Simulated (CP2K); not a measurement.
# Si2H3ClF (SMILES F[SiH][SiH2]Cl): AM1

What is the vertical electron affinity of Si2H3ClF at AM1? 

The results are computed with CP2K 2026.2.

2 further runs of the same task are left out: 2 set aside as unsound or not needed.

### 1 The structure to begin with

Si2H3ClF: 7 atoms, total charge 0, spin state doublet. As SMILES, `F[SiH][SiH2]Cl`. Geometry: relaxed at PBE0-D4/def2-TZVP. This is one conformer, not always the lowest.

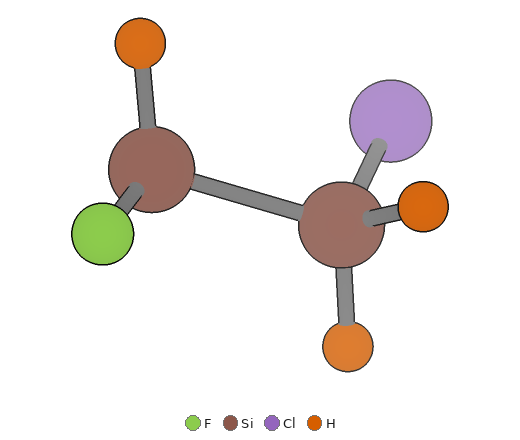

Viewed from a chosen angle; fluorine green, silicon brown, chlorine purple, hydrogen orange.

### 2 Energy and gradient at AM1

mol.inp reads:

```
&FORCE_EVAL
   METHOD QUICKSTEP
   &DFT
      CHARGE 0
      MULTIPLICITY 2
      UNRESTRICTED_KOHN_SHAM T
      &QS
         METHOD AM1
         EPS_DEFAULT 1.0E-10
         &SE
            &COULOMB
               CUTOFF [angstrom] 50
               RC_RANGE [angstrom] 0
            &END COULOMB
            &EXCHANGE
               CUTOFF [angstrom] 50
               RC_RANGE [angstrom] 0
            &END EXCHANGE
         &END SE
      &END QS
      &POISSON
         PERIODIC NONE
         POISSON_SOLVER ANALYTIC
      &END POISSON
      &SCF
         SCF_GUESS ATOMIC
         EPS_SCF 1.0E-06
         MAX_SCF 150
         &DIAGONALIZATION
            ALGORITHM STANDARD
         &END DIAGONALIZATION
         &MIXING
            METHOD DIRECT_P_MIXING
            ALPHA 0.4
         &END MIXING
      &END SCF
      &PRINT
         &MOMENTS
            PERIODIC F
            REFERENCE COM
            MAX_MOMENT 1
         &END MOMENTS
         &MO ON
            ENERGIES T
            OCCUPATION_NUMBERS T
            NDIGITS 6
            &EACH
               QS_SCF 0
            &END EACH
            ADD_LAST NUMERIC
         &END MO
         &HIRSHFELD OFF
         &END HIRSHFELD
      &END PRINT
   &END DFT
   &SUBSYS
      &CELL
         ABC [angstrom] 16.4 15.5 15.4
         PERIODIC NONE
      &END CELL
      &COORD
         F     -0.711100    -1.904300     1.447600
         Si    -0.864900    -1.133800     0.042900
         Si     0.757100     0.544300    -0.177200
         Cl     0.253100     1.504900    -1.930300
         H     -2.255700    -0.597500    -0.021700
         H      0.767100     1.548800     0.918100
         H      2.115800    -0.030600    -0.325200
      &END COORD
      &TOPOLOGY
         &CENTER_COORDINATES
         &END CENTER_COORDINATES
      &END TOPOLOGY
   &END SUBSYS
   &PRINT
      &FORCES ON
      &END FORCES
   &END PRINT
&END FORCE_EVAL

&GLOBAL
   PROJECT mol
   RUN_TYPE ENERGY_FORCE
   PRINT_LEVEL MEDIUM
&END GLOBAL
```

Run with:

```console
$ OMP_NUM_THREADS=1 cp2k.psmp -i mol.inp > mol.out 2>&1
```

The log of the run:

```text
CP2K| version string:                                       CP2K version 2026.2
[...]
 GLOBAL| Method name                                                        CP2K
[...]
 GLOBAL| Run type                                                   ENERGY_FORCE
[...]
                             - Atoms:                                          7
[...]
                             - Spherical basis functions:                     19
[...]
 Number of electrons:                                                         13
[...]
     1 P_Mix/Diag. 0.40E+00    0.0     0.39054165       -36.0825683956 -3.61E+01
[...]
    29 DIIS/Diag.  0.73E-07    0.0     0.00000064       -39.2938352559  4.19E-13
  *** SCF run converged in    29 steps ***
  Core-core repulsion energy [eV]:                           1167.93842522512432
  Core Hamiltonian energy [eV]:                             -1755.03760116312083
  Two-electron integral energy [eV]:                         -964.28091681518106
  Electronic energy [eV]:                                   -2237.17805957071141
  Total energy [eV]:                                        -1069.23963434558709
  Atomic reference energy [eV]:                              1064.93659105891561
  Heat of formation [kcal/mol]:                               -99.23054339703712
[...]
 SE_DIPOLE| Moment [Debye]          0.20232859       0.98797898      -0.29583053
 SE_DIPOLE| Derivative [a.u.]       0.00000000       0.00000000       0.00000000
 ENERGY| Total FORCE_EVAL ( QS ) energy [hartree]            -39.293835255937367
 FORCES| Atomic forces [hartree/bohr]
 FORCES|   Atom     x               y               z               |f|
 FORCES|      1  6.01746442E-04 -8.10171594E-03  3.18330284E-03   8.72544079E-03
 FORCES|      2 -2.32902197E-02 -5.26061971E-03  9.65006772E-03   2.57532961E-02
 FORCES|      3  1.74758874E-02  1.82803705E-02 -3.79376118E-03   2.55728608E-02
 FORCES|      4 -4.53740088E-04  3.52805227E-03 -5.20824323E-03   6.30704609E-03
 FORCES|      5  1.06373172E-02 -2.64985849E-03 -4.22256434E-03   1.17475239E-02
 FORCES|      6 -4.02988183E-04 -6.29641244E-03 -2.21229256E-03   6.68591411E-03
 FORCES|      7 -4.56800318E-03  5.00183806E-04  2.60349074E-03   5.28157182E-03
 FORCES| Sum    -1.04083409E-16 -1.52655666E-16 -8.15320034E-16
 FORCES| Total atomic force                                       8.35992743E-16
[...]
```

Run time: 0.46 s. Hardware: 1 thread of Arm Neoverse N1, shared host; peak memory 0.14 GiB.

### 3 The singlet anion

mol.inp reads:

```
&GLOBAL
 PROJECT_NAME mol
 RUN_TYPE ENERGY_FORCE
 PRINT_LEVEL MEDIUM
&END GLOBAL

&FORCE_EVAL
 METHOD QUICKSTEP
 &DFT
  CHARGE -1
  &QS
   METHOD AM1
   EPS_DEFAULT 1.0E-10
   &SE
    &COULOMB
     CUTOFF [angstrom] 50
     RC_RANGE [angstrom] 0
    &END COULOMB
    &EXCHANGE
     CUTOFF [angstrom] 50
     RC_RANGE [angstrom] 0
    &END EXCHANGE
   &END SE
  &END QS
  # cluster boundary conditions
  &POISSON
   PERIODIC NONE
   POISSON_SOLVER ANALYTIC
  &END POISSON
  &SCF
   SCF_GUESS ATOMIC
   EPS_SCF 1.0E-06
   MAX_SCF 100
   ADDED_MOS 4
   &DIAGONALIZATION
    ALGORITHM STANDARD
   &END DIAGONALIZATION
   &MIXING
    METHOD DIRECT_P_MIXING
    ALPHA 0.4
   &END MIXING
  &END SCF
  # extra output
  &PRINT
   &MOMENTS
    PERIODIC F
    REFERENCE COM
    MAX_MOMENT 1
   &END MOMENTS
   &MO ON
    ENERGIES T
    OCCUPATION_NUMBERS T
    NDIGITS 6
    &EACH
     QS_SCF 0
    &END EACH
    ADD_LAST NUMERIC
   &END MO
   &HIRSHFELD OFF
   &END HIRSHFELD
  &END PRINT
 &END DFT
 # structure
 &SUBSYS
  &CELL
   ABC 16.4 15.5 15.4
   PERIODIC NONE
  &END CELL
  &COORD
   F     -0.711100    -1.904300     1.447600
   Si    -0.864900    -1.133800     0.042900
   Si     0.757100     0.544300    -0.177200
   Cl     0.253100     1.504900    -1.930300
   H     -2.255700    -0.597500    -0.021700
   H      0.767100     1.548800     0.918100
   H      2.115800    -0.030600    -0.325200
  &END COORD
  &TOPOLOGY
   &CENTER_COORDINATES
   &END CENTER_COORDINATES
  &END TOPOLOGY
 &END SUBSYS
 # extra output
 &PRINT
  &FORCES ON
  &END FORCES
 &END PRINT
&END FORCE_EVAL
```

Run with:

```console
$ OMP_NUM_THREADS=1 cp2k.psmp mol.inp > mol.out
```

The log of the run:

```text
CP2K| version string:                                       CP2K version 2026.2
[...]
 GLOBAL| Method name                                                        CP2K
[...]
 GLOBAL| Run type                                                   ENERGY_FORCE
[...]
                             - Atoms:                                          7
[...]
                             - Spherical basis functions:                     19
[...]
 Number of electrons:                                                         26
[...]
     1 P_Mix/Diag. 0.40E+00    0.0     0.76704950       -36.4183340515 -3.64E+01
[...]
    24 DIIS/Diag.  0.24E-06    0.0     0.00000054       -39.3508404337 -2.39E-12
  *** SCF run converged in    24 steps ***
  Core-core repulsion energy [eV]:                           1167.93842522512432
  Core Hamiltonian energy [eV]:                             -1786.75355129752870
  Two-electron integral energy [eV]:                         -903.95139609314890
  Electronic energy [eV]:                                   -2238.72924934410321
  Total energy [eV]:                                        -1070.79082411897866
  Atomic reference energy [eV]:                              1064.93659105891561
  Heat of formation [kcal/mol]:                              -135.00183219684106
[...]
 SE_DIPOLE| Moment [Debye]         -2.22659884      -4.00789278       0.46416822
 SE_DIPOLE| Derivative [a.u.]       0.00000000       0.00000000       0.00000000
 ENERGY| Total FORCE_EVAL ( QS ) energy [hartree]            -39.350840433680602
 FORCES| Atomic forces [hartree/bohr]
 FORCES|   Atom     x               y               z               |f|
 FORCES|      1  4.29557165E-03 -2.04949210E-02  2.79528205E-02   3.49264068E-02
 FORCES|      2 -2.41455438E-02  9.49539589E-04 -1.56876540E-02   2.88099184E-02
 FORCES|      3  1.43877813E-02  1.15512814E-02  3.70935560E-03   1.88201932E-02
 FORCES|      4 -1.03531005E-04  8.60928718E-03 -9.67411015E-03   1.29506352E-02
 FORCES|      5  8.05930550E-03  7.38352274E-04 -4.34948009E-03   9.18779333E-03
 FORCES|      6  1.80000687E-03 -3.57950812E-03 -4.42842988E-03   5.97192551E-03
 FORCES|      7 -4.29359050E-03  2.22596862E-03  2.47749805E-03   5.43395365E-03
 FORCES| Sum    -1.73472348E-16 -8.32667268E-17 -3.98986399E-16
 FORCES| Total atomic force                                       4.42962922E-16
[...]
```

Wall time 0.42 s (1 thread of Arm Neoverse N1, shared host); peak memory 0.14 GiB.

### 4 Results

At AM1:

```
                                                   quantity            value
                             doublet Si2H3ClF: total energy     -39.29384 Eh
                            doublet Si2H3ClF: dipole moment           1.05 D
       doublet Si2H3ClF: HOMO energy (highest over α and β)         -9.27 eV
doublet Si2H3ClF: heat of formation at this unrelaxed shape   -99.2 kcal/mol
                 doublet Si2H3ClF: largest force on an atom       1.324 eV/Å
                                singlet anion: total energy     -39.35084 Eh
                                 singlet anion: HOMO energy         -1.90 eV
                                 singlet anion: LUMO energy          3.91 eV
                               singlet anion: HOMO–LUMO gap          5.82 eV
   singlet anion: heat of formation at this unrelaxed shape  -135.0 kcal/mol
                    singlet anion: largest force on an atom       1.796 eV/Å
          vertical electron affinity (to the singlet anion)         1.551 eV
```

At fixed nuclei the extra electron is bound by 1.55 eV (150 kJ/mol). The largest force (doublet Si2H3ClF) is 1.32 eV/Å: the shape isn't a stationary point for this species at this level. A minimal valence basis can't be trusted even for the sign of an electron affinity.
